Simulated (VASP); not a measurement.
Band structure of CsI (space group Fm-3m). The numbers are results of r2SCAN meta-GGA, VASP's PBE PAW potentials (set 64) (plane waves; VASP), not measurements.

Unless said otherwise, spin-orbit coupling is left out, though it shifts the bands of the heavy elements here.

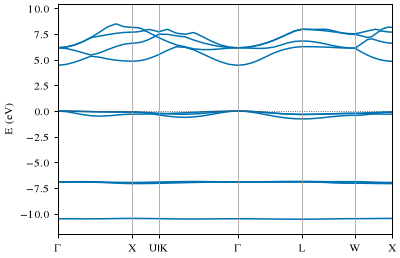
Bands along high-symmetry lines, zero at the valence-band maximum or, without a gap, the Fermi level

Question: Read the plot: is there a gap, and where are the band edges?

Answer: The gap is direct, 4.46 eV, from the valence maximum at Γ to the conduction minimum at Γ.

The structure comes from a computed database's CsI entry (Fm-3m); how it stands against other phases isn't given here. It was relaxed first.
